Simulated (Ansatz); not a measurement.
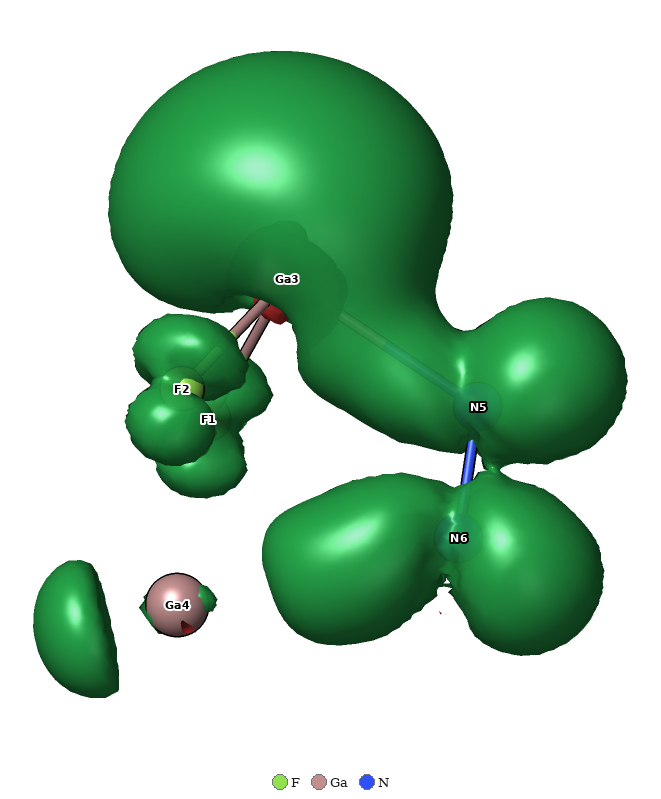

Figure. F$_{2}$Ga$_{2}$N$_{2}$ (triplet). Isosurfaces of the spin density at +0.02 (green) and −0.02 e/Å³ (red), seen across its widest extent.

Geometry: r2SCAN-D4/def2-SVP.

Computed with Ansatz, isolated molecule in a Gaussian basis; Kohn-Sham density functional theory, functional PBE0.

```xyz
6

F    -0.8786    1.0675    0.3733
F     1.0339   -0.5920    0.2621
Ga    0.1921    0.4588   -1.0147
Ga   -0.6509   -0.6911    1.6504
N    -1.1236   -1.0279   -1.4542
N    -1.5684   -1.6022   -0.5342
```

> Where is the unpaired spin?

The unpaired spin (2 electrons) lies mostly on Ga3 (about 0.9), N6 (about 0.4), N5 (about 0.4) and Ga4 (about 0.1), in electrons by Hirshfeld's partition.
